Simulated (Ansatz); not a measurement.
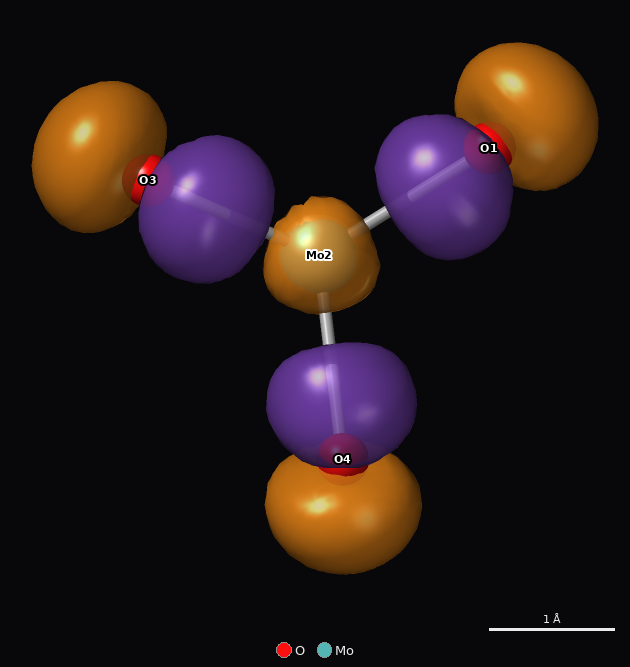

The picture shows: MoO₃ (SMILES [O]=[Mo](=[O])=[O]). One frontier orbital at ±0.2 Å⁻³ᐟ² (orange and purple are the two phases), seen across its widest extent.

Geometry: PBE0-D4/def2-TZVP; core potentials replace the inner electrons of Mo.

Theory: Ansatz, isolated molecule in a Gaussian basis; Hartree-Fock.

```xyz
4

O    -0.9680   -0.1498    1.2625
Mo   -0.1381   -0.3365   -0.2003
O     1.5070   -0.6076    0.0888
O    -0.3452    1.0336   -1.1714
```

Which orbital is it: HOMO or LUMO?

Answer. The HOMO, at −13.13 eV. By Hirshfeld shares it lies mainly on O1 (about 30 %), O3 (about 30 %), O4 (about 30 %) and Mo2 (about 15 %); largely a combination of lone pairs on O1, O3 and O4.
